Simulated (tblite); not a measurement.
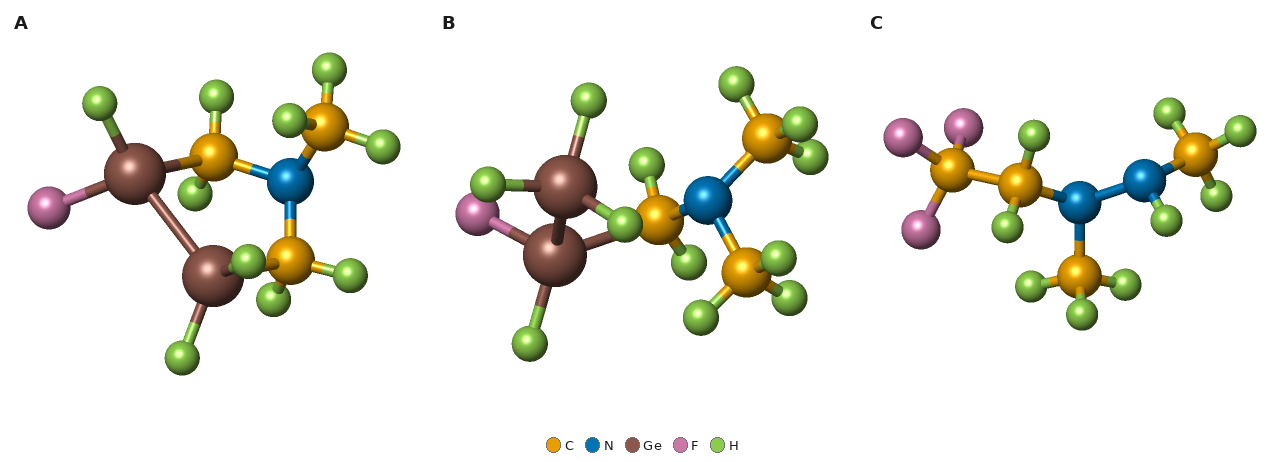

Figure made from data computed with tblite.

### Match each picture to its SMILES.
(1) CN(C)[CH2][Ge@H]([F])[GeH3]
(2) CN1[CH2][GeH2][Ge@H]([F])[CH2]1
(3) CNN(C)CC(F)(F)F

A is (2), B is (1), C is (3).
